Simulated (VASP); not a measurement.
Shape and ions are relaxed at each volume.

Energy against volume of TiB₂ (AlB2 type). Method: PBE GGA with D4 dispersion, VASP's PBE PAW potentials (set 64) (plane waves; VASP).

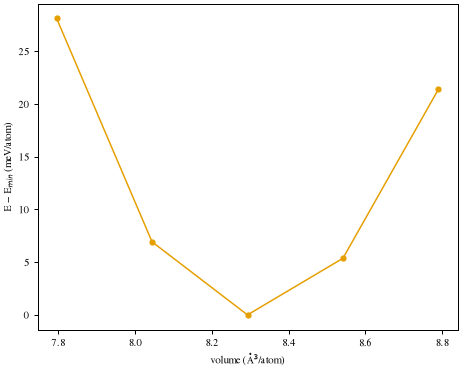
Figure: Energy against volume

Q: Estimate the equilibrium volume and the bulk modulus.

A: The minimum lies near 8.3 Å³/atom, and the curvature gives B0 of about 260 GPa.

Measured: bulk modulus 240 GPa (computed value off by +9.5 %), as given by Synthesis of Binary Transition Metal Nitrides, Carbides and Borides from the Elements in the Laser-Heated Diamond …. The calculation is for a static lattice, while the measured bulk modulus holds thermal and zero-point effects, which are part of the difference.

The compound is TiB2 in the AlB2 type structure. It was relaxed first.
